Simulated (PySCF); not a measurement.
**C2H9OSi2 (SMILES COC[SiH][SiH3]) (doublet): density, localisation and related maps**

```yaml
atoms:
  - { symbol: C, position_ang: [1.8287, -0.1756, 1.4600] }
  - { symbol: O, position_ang: [0.6867, 0.1693, 0.7263] }
  - { symbol: C, position_ang: [0.8956, 0.2289, -0.6721] }
  - { symbol: Si, position_ang: [-0.8436, 0.6883, -1.3264] }
  - { symbol: Si, position_ang: [-2.4456, -0.0703, 0.1146] }
  - { symbol: H, position_ang: [2.2024, -1.1661, 1.1683] }
  - { symbol: H, position_ang: [2.6319, 0.5579, 1.3115] }
  - { symbol: H, position_ang: [1.5403, -0.1908, 2.5098] }
  - { symbol: H, position_ang: [1.6796, 0.9596, -0.9108] }
  - { symbol: H, position_ang: [1.2436, -0.7465, -1.0455] }
  - { symbol: H, position_ang: [-0.8029, 0.3589, -2.7659] }
  - { symbol: H, position_ang: [-2.4721, 0.7728, 1.3130] }
  - { symbol: H, position_ang: [-2.4031, -1.4645, 0.5819] }
  - { symbol: H, position_ang: [-3.7422, 0.0776, -0.5614] }
```

Geometry: GFN2-xTB.

Method: UKS B3LYP, pcH-1 on C H O Si, non-relativistic, mean-field spin-orbit, GIAO in PySCF.

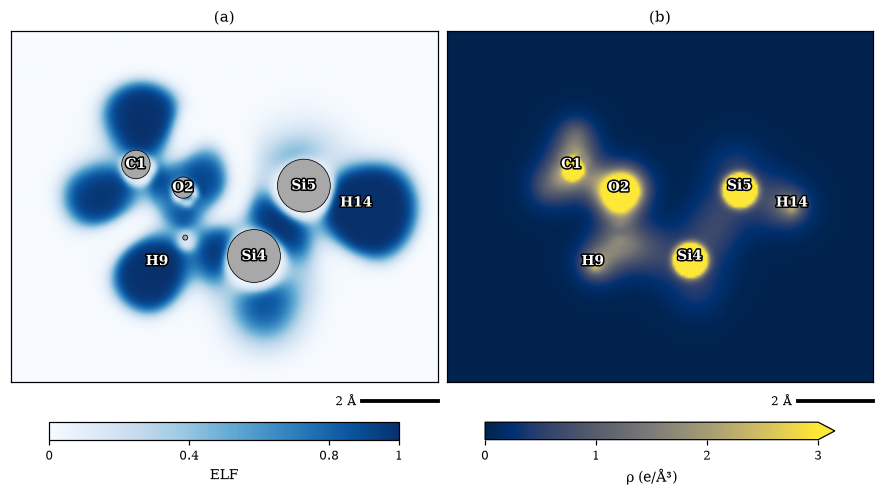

Figure 1. (a) electron localisation function; (b) total electron density on the plane of atoms Si4, Si5 and H14. Grey discs cover the atomic cores in the ELF map.

### Describe what can be read from this map.

- The section cuts through C, O, Si and H sites.
- C–O (1.40 Å): ρ is about 1.8 e/Å³ halfway; the ELF peaks at about 0.85 between the atoms: a polar covalent bond.
- Si–Si (2.28 Å): the density is about 0.65 e/Å³ at the midpoint; the ELF peaks at about 1 between the atoms (a covalent bond).
- Si–H (1.47 Å): the density is about 0.79 e/Å³ at the midpoint; the ELF climbs to about 1 towards the hydrogen, as it does in any bond to H.

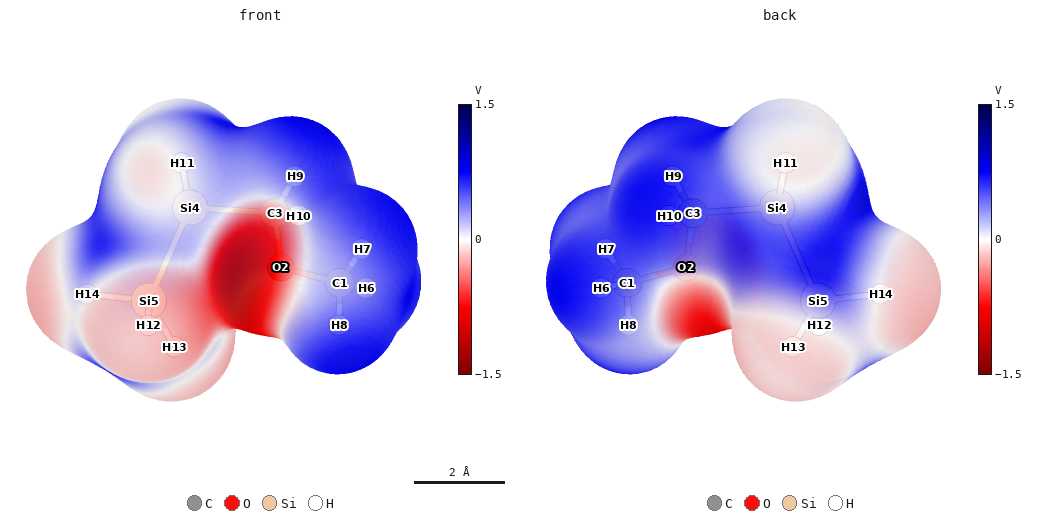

Figure 2. The electrostatic potential painted on the density surface at 0.002 e/bohr³, seen from the front and from behind; the colour scale runs from red (negative) to blue (positive).

### Where is the surface potential most negative and most positive?

The most negative region (about −1.1 V, or −25 kcal/mol for a unit charge) lies over O2, the most positive (about +0.8 V, or +18 kcal/mol for a unit charge) over the H and Si atoms. O2 is the likeliest acceptor of a hydrogen bond.
